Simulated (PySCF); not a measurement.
## Electronic structure of C4H6BF2Si (doublet) in real space

Input

```
{"job": {"kind": "epr", "basis": "pcH-1"}, "charge": 0, "multiplicity": 2}
F      3.246326     0.565861     0.030736
B      2.379478    -0.443499    -0.045098
F      2.966751    -1.633497    -0.142036
C      0.877285    -0.225473    -0.020971
C     -0.068562    -1.262357    -0.109738
C     -1.389317    -0.918887    -0.080245
C     -1.724350     0.523327     0.031417
Si    -0.026644     1.413036     0.137312
H      0.247962    -2.292240    -0.198035
H     -2.178597    -1.653707    -0.138210
H     -2.371201     0.686384     0.895628
H     -2.318710     0.828114    -0.832853
H      0.173314     2.075114     1.429558
H      0.185587     2.337352    -0.979633
```

Launched as:

```sh
OMP_NUM_THREADS=1 python probes_run.py task.json out
```

Geometry: GFN2-xTB.

Method: UKS B3LYP, pcH-1 on B C F H Si, non-relativistic, mean-field spin-orbit, GIAO in PySCF 2.14.0, density-fitted response routines.

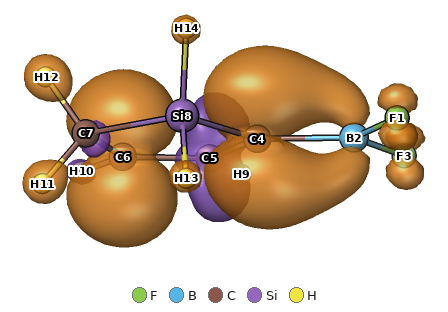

Figure 1. Isosurfaces of the spin density at +0.02 (orange) and −0.02 e/Å³ (purple), seen from one side.

### Which atoms carry the spin?

The unpaired spin (1 electron) lies mostly on C4 (about 0.4), C6 (about 0.4) and B2 (about 0.1), in electrons by Hirshfeld's partition.

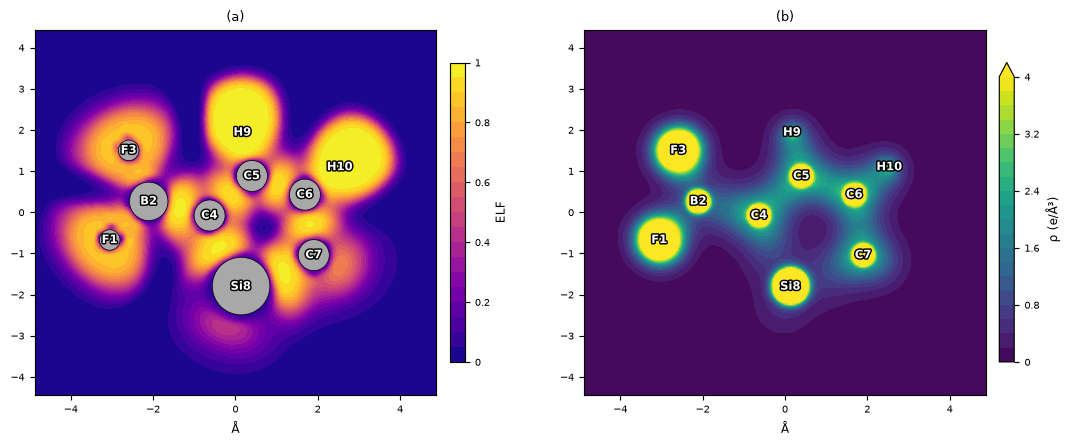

Figure 2. (a) ELF; (b) electron density on the plane of atoms C7, C6 and H10. Grey discs cover the atomic cores in the ELF map.

### What do the fields say about this system?

Atoms in the plane: F, B, C, Si and H.
B–F (1.33 Å): ρ at the midpoint is about 2.2 e/Å³; the ELF peaks at about 0.85 between the atoms, as expected for a shared but strongly polarised pair.
C–C (1.37 Å): ρ at the midpoint is about 2.2 e/Å³; the ELF peaks at about 0.95 between the atoms: a covalent bond.
C–B (1.52 Å): the density is about 1.6 e/Å³ at the midpoint; the ELF peaks at about 0.95 between the atoms: localised, covalent bonding.
C–Si (1.88 Å): ρ is about 0.94 e/Å³ halfway; the ELF peaks at about 0.95 between the atoms, as expected for a shared electron pair.
C–H (1.08 Å): the density is about 2 e/Å³ at the midpoint; the ELF climbs to about 1 towards the hydrogen, as it does in any bond to H; a covalent bond by its length.
The ELF also peaks beside F1 and F3, away from the bonds: non-bonding electrons, paired or unpaired.

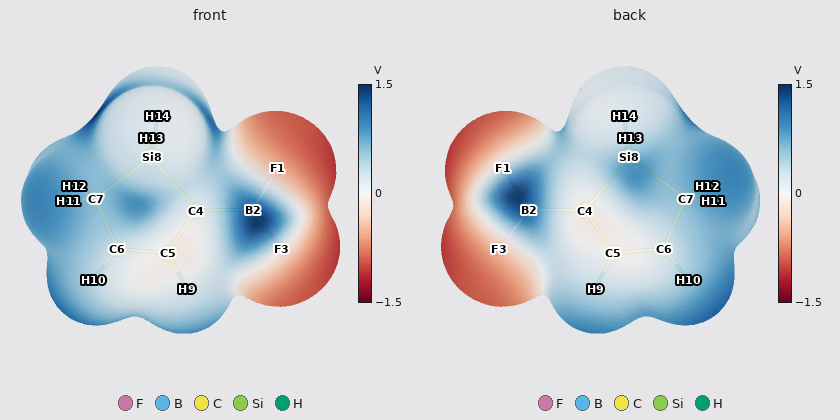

Figure 3. The molecular electrostatic potential painted on the density surface at 0.002 e/bohr³, seen from the front and from behind; the colour scale runs from red (negative) to blue (positive).

### Which sites attract a positive test charge, and which a negative one?

A positive charge is drawn to the negative regions and a negative charge to the positive ones. The most negative region (about −1.1 V, or −25 kcal/mol for a unit charge) lies over F1 and F3, the most positive (about +1.4 V, or +32 kcal/mol for a unit charge) over B2 and Si8.
